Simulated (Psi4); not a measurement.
# [CSO3F3]− (trifluoromethanesulfonate): B2PLYP/def2-SVP (density fitting for correlation)

What is the vertical singlet–triplet gap of [CSO3F3]− (trifluoromethanesulfonate) at B2PLYP/def2-SVP (density fitting for correlation)? 

The results are computed with Psi4 1.11.

## Step 1: The structure to begin with

[CSO3F3]−: 8 atoms, total charge -1, spin state singlet. SMILES: `[O-]S(=O)(=O)C(F)(F)F`. The coordinates come from a PBE0-D4/def2-TZVPD relaxation.

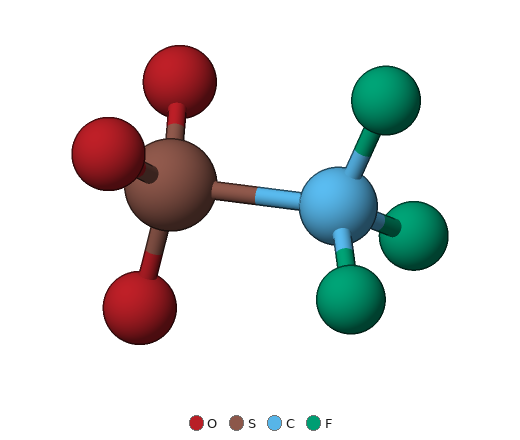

The structure, seen from a chosen angle (oxygen red, sulfur brown, carbon blue, fluorine teal).

## Step 2: A single-point energy at B2PLYP/def2-SVP (density fitting for correlation)

Contents of run.py:

```python
import psi4

psi4.set_memory(2200000000)
psi4.set_num_threads(1)
psi4.set_output_file('psi4.out', False)

m = psi4.geometry("""
-1 1
O
S 1 1.446667
O 2 1.446669 1 115.53446
O 2 1.446678 1 115.53454 3 139.25625
C 2 1.853343 1 102.37941 3 -110.37145
F 5 1.341383 2 111.91198 1 60.10958
F 5 1.341385 6 106.92302 2 -122.87892
F 5 1.341382 6 106.92338 7 -114.24298
units angstrom
symmetry c1
no_reorient
no_com
""")

psi4.set_options({
    'basis': 'def2-SVP',
    'reference': 'rks',
    'puream': True,
    'e_convergence': 1e-09,
    'd_convergence': 1e-08,
    'scf_type': 'pk',
    'dft_radial_points': 99,
    'dft_spherical_points': 590,
    'num_frozen_docc': 12,
})

e_tot = psi4.energy('b2plyp', molecule=m)
print(f'b2plyp energy: {e_tot:.10f} Eh')
```

The run is started by

```sh
python run.py
```

psi4.out:

```text
Psi4 1.11 release

   => Loading Basis Set <=

    Name: DEF2-SVP
    Role: ORBITAL
    Keyword: BASIS

         ---------------------------------------------------------
                                   SCF
                              RKS Reference
                        1 Threads,   2098 MiB Core
         ---------------------------------------------------------

  ==> Geometry <==

    Molecular point group: c1
    Full point group: C1

    Geometry (in Angstrom), charge = -1, multiplicity = 1:

       Center              X                  Y                   Z               Mass
    ------------   -----------------  -----------------  -----------------  -----------------
         O            0.869977863450    -0.323047075723    -1.650354217774    15.994914619570
         S            0.869977863450    -0.323047075723    -0.203687217774    31.972071174400
         O            0.869977863450    -1.628414408944     0.419905053604    15.994914619570
         O            1.721965975426     0.665951943574     0.419910755736    15.994914619570
         C           -0.827052600716     0.307110504298     0.193640485366    12.000000000000
         F           -1.785637464793    -0.487861021319    -0.304800769458    18.998403162730
         F           -1.034513277120     0.386684621915     1.516494122689    18.998403162730
         F           -1.036147304959     1.533126925222    -0.308822259726    18.998403162730

  Running in c1 symmetry.

  Rotational constants: A =      0.09158  B =      0.05281  C =      0.05281 [cm^-1]
  Rotational constants: A =   2745.45585  B =   1583.13965  C =   1583.13571 [MHz]
  Nuclear repulsion =  555.370003803737745

  Charge       = -1
  Multiplicity = 1
  Electrons    = 74
  Nalpha       = 37
  Nbeta        = 37

  ==> Algorithm <==

  SCF Algorithm Type is PK.
  DIIS enabled.
  MOM disabled.
  Fractional occupation disabled.
  Guess Type is SAD.
  Energy threshold   = 1.00e-09
  Density threshold  = 1.00e-08
  Integral threshold = 1.00e-12

  ==> Primary Basis <==

  Basis Set: DEF2-SVP
    Blend: DEF2-SVP
    Number of shells: 50
    Number of basis functions: 116
    Number of Cartesian functions: 124
    Spherical Harmonics?: true
    Max angular momentum: 2

  ==> DFT Potential <==

   => LibXC <=

    Version 7.1.2

   => Composite Functional: B2PLYP <=

    B2PLYP Double Hybrid Exchange-Correlation Functional

    Deriv               =              1
    GGA                 =           TRUE
    Meta                =          FALSE

    Exchange Hybrid     =           TRUE
    MP2 Hybrid          =           TRUE

   => Exchange Functionals <=

    0.4700     XC_GGA_X_B88

   => Exact (HF) Exchange <=

    0.5300               HF

   => Correlation Functionals <=

    0.7300     XC_GGA_C_LYP

   => MP2 Correlation <=

    0.2700       MP2

   => LibXC Density Thresholds  <==

    XC_GGA_C_LYP:  1.00E-14
    XC_GGA_X_B88:  1.00E-15

   => Molecular Quadrature <=

    Radial Scheme          =       TREUTLER
    Pruning Scheme         =           NONE
    Nuclear Scheme         =       TREUTLER

    Blocking Scheme        =         OCTREE
    BS radius alpha        =              1
    Pruning alpha          =              1
    Radial Points          =             99
    Spherical Points       =            590
    Total Points           =         436934
    Total Blocks           =           3137
    Max Points             =            256
    Max Functions          =            111
    Weights Tolerance      =       1.00E-15

  ==> Integral Setup <==

  Using in-core PK algorithm.
   Calculation information:
      Number of atoms:                   8
      Number of AO shells:              50
      Number of primitives:            102
      Number of atomic orbitals:       124
      Number of basis functions:       116

      Integral cutoff                 1.00e-12
      Number of threads:                 1

  Performing in-core PK
  Using 46056582 doubles for integral storage.
  We computed 652306 shell quartets total.
  Whereas there are 813450 unique shell quartets.

  ==> DiskJK: Disk-Based J/K Matrices <==

    J tasked:                  Yes
    K tasked:                  Yes
    wK tasked:                  No
    Memory [MiB]:             1381
    Schwarz Cutoff:          1E-12

  Cached 16.7% of DFT collocation blocks in 0.164 [GiB].

  Minimum eigenvalue in the overlap matrix is 5.1161057248E-03.
  Reciprocal condition number of the overlap matrix is 1.1916173820E-03.
    Using symmetric orthogonalization.

  ==> Pre-Iterations <==

  SCF Guess: Superposition of Atomic Densities via on-the-fly atomic UHF (no occupation information).

   -------------------------
    Irrep   Nso     Nmo
   -------------------------
     A        116     116
   -------------------------
    Total     116     116
   -------------------------

  ==> Iterations <==

                        Total Energy        Delta E     RMS |[F,P]|

   @RKS iter SAD:  -959.90785281233650   -9.59908e+02   0.00000e+00
   @RKS iter   1:  -959.52080288170976    3.87050e-01   8.89099e-03 DIIS/ADIIS
   @RKS iter   2:  -959.31993475149545    2.00868e-01   1.10773e-02 DIIS/ADIIS
   @RKS iter   3:  -959.90596736726695   -5.86033e-01   4.94490e-04 DIIS/ADIIS
   @RKS iter   4:  -959.90732079109171   -1.35342e-03   1.33588e-04 DIIS/ADIIS
   @RKS iter   5:  -959.90742912166195   -1.08331e-04   1.75232e-05 DIIS
   @RKS iter   6:  -959.90743142150598   -2.29984e-06   4.43858e-06 DIIS
   @RKS iter   7:  -959.90743158160899   -1.60103e-07   1.66535e-06 DIIS
   @RKS iter   8:  -959.90743160057616   -1.89672e-08   3.03933e-07 DIIS
   @RKS iter   9:  -959.90743160136469   -7.88532e-10   7.41912e-08 DIIS
   @RKS iter  10:  -959.90743160140255   -3.78577e-11   4.06290e-08 DIIS
   @RKS iter  11:  -959.90743160141130   -8.75389e-12   8.68677e-09 DIIS
  Energy and wave function converged.

  ==> Post-Iterations <==

   Electrons on quadrature grid:
      Ntotal   =   74.0000000722 ; deviation = 7.225e-08

    Orbital Energies [Eh]
    ---------------------

    Doubly Occupied:

       1A    -90.188176     2A    -25.243940     3A    -25.243887
       4A    -25.243886     5A    -19.514964     6A    -19.514923
       7A    -19.514922     8A    -10.714760     9A     -8.381295
      10A     -6.234452    11A     -6.234062    12A     -6.234062
      13A     -1.320021    14A     -1.223439    15A     -1.223438
      16A     -1.090421    17A     -0.936069    18A     -0.936065
      19A     -0.672619    20A     -0.574043    21A     -0.538550
      22A     -0.538549    23A     -0.450200    24A     -0.422298
      25A     -0.422297    26A     -0.380965    27A     -0.380965
      28A     -0.376411    29A     -0.360021    30A     -0.351872
      31A     -0.351871    32A     -0.234967    33A     -0.234967
      34A     -0.198286    35A     -0.198284    36A     -0.183761
      37A     -0.147248

    Virtual:

      38A      0.356455    39A      0.359499    40A      0.359500
      41A      0.400954    42A      0.451757    43A      0.530885
      44A      0.530886    45A      0.581220    46A      0.667480
      47A      0.729381    48A      0.729382    49A      0.801774
      50A      0.959886    51A      0.959886    52A      0.985613
      53A      0.985615    54A      1.005901    55A      1.133338
      56A      1.133339    57A      1.161898    58A      1.279957
      59A      1.279959    60A      1.307164    61A      1.330389
      62A      1.330389    63A      1.343869    64A      1.343870
      65A      1.393207    66A      1.416236    67A      1.452838
      68A      1.452840    69A      1.490225    70A      1.597607
      71A      1.619216    72A      1.619224    73A      1.689931
      74A      1.689933    75A      1.699600    76A      1.714357
      77A      1.714360    78A      1.883474    79A      1.883475
      80A      1.912776    81A      2.153472    82A      2.153479
      83A      2.174582    84A      2.268665    85A      2.325380
      86A      2.325383    87A      2.903050    88A      2.964008
      89A      2.964010    90A      2.965852    91A      2.986843
      92A      2.986844    93A      3.032010    94A      3.131695
      95A      3.131696    96A      3.175497    97A      3.305834
      98A      3.332463    99A      3.332463   100A      3.346929
     101A      3.352282   102A      3.352283   103A      3.373228
     104A      3.416292   105A      3.416296   106A      3.461108
     107A      3.461108   108A      3.606442   109A      3.735609
     110A      3.803732   111A      3.803738   112A      3.838601
     113A      3.838602   114A      3.973167   115A      4.170445
     116A      4.170448

    Final Occupation by Irrep:
              A
    DOCC [    37 ]
    NA   [    37 ]
    NB   [    37 ]

  @RKS Final Energy:  -959.90743160141130

   => Energetics <=

    Nuclear Repulsion Energy =            555.3700038037377453
    One-Electron Energy =               -2448.0914929435025442
    Two-Electron Energy =                 975.2613030359804043
    DFT Exchange-Correlation Energy =     -42.4472454976268665
    Empirical Dispersion Energy =           0.0000000000000000
    VV10 Nonlocal Energy =                  0.0000000000000000
    Total Energy =                       -959.9074316014113037

Computation Completed

Properties will be evaluated at   0.000000,   0.000000,   0.000000 [a0]

Properties computed using the SCF density matrix

 Multipole Moments:

 ------------------------------------------------------------------------------------
     Multipole            Electronic (a.u.)      Nuclear  (a.u.)        Total (a.u.)
 ------------------------------------------------------------------------------------

 L = 1.  Multiply by 2.5417464519 to convert [e a0] to [Debye]
 Dipole X            :         -5.1639893            3.6774475           -1.4865418
 Dipole Y            :          1.9175254           -1.3655384            0.5519871
 Dipole Z            :          1.2090277           -0.8609970            0.3480307
 Magnitude           :                                                    1.6234598

 ------------------------------------------------------------------------------------

	total time  =         16 seconds =       0.27 minutes

   => Loading Basis Set <=

    Name: (DEF2-SVP AUX)
    Role: RIFIT
    Keyword: DF_BASIS_MP2

	 --------------------------------------------------------
	                          DF-MP2
	      2nd-Order Density-Fitted Moller-Plesset Theory
	              RMP2 Wavefunction,   1 Threads

	 --------------------------------------------------------

   => Auxiliary Basis Set <=

  Basis Set: (DEF2-SVP AUX)
    Blend: DEF2-SVP-RI
    Number of shells: 132
    Number of basis functions: 398
    Number of Cartesian functions: 458
    Spherical Harmonics?: true
    Max angular momentum: 3

	 --------------------------------------------------------
	                 NBF =   116, NAUX =   398
	 --------------------------------------------------------
	   CLASS    FOCC     OCC    AOCC    AVIR     VIR    FVIR
	   PAIRS      12      37      25      79      79       0
	 --------------------------------------------------------

	-----------------------------------------------------------
	 ==================> DF-MP2 Energies <====================
	-----------------------------------------------------------
	 Reference Energy          =    -959.9074316014113037 [Eh]
	 Singles Energy            =      -0.0000000000000000 [Eh]
	 Same-Spin Energy          =      -0.4705590662672425 [Eh]
	 Opposite-Spin Energy      =      -1.1859843251582698 [Eh]
	 Correlation Energy        =      -1.6565433914255123 [Eh]
	 Total Energy              =    -961.5639749928368474 [Eh]
	-----------------------------------------------------------
	 ================> DF-SCS-MP2 Energies <==================
	-----------------------------------------------------------
	 SCS Same-Spin Scale       =       0.3333333333333333 [-]
	 SCS Opposite-Spin Scale   =       1.2000000000000000 [-]
	 SCS Same-Spin Energy      =      -0.1568530220890808 [Eh]
	 SCS Opposite-Spin Energy  =      -1.4231811901899236 [Eh]
	 SCS Correlation Energy    =      -1.5800342122790045 [Eh]
	 SCS Total Energy          =    -961.4874658136902781 [Eh]
	-----------------------------------------------------------

    B2PLYP Energy Summary
    ---------------------
    DFT Reference Energy                  =  -959.9074316014113037
    Scaled MP2 Correlation                =    -0.4472667156848883
    @Final double-hybrid DFT total energy =  -960.3546983170962221

	total time  =          0 seconds =       0.00 minutes
```

Standard output:

```text
b2plyp energy: -960.3546983171 Eh
```

Wall time 17 s (1 thread of AMD EPYC 9R45 (Zen 5), shared host); peak memory 0.75 GiB.

[end of part 1 of 2]
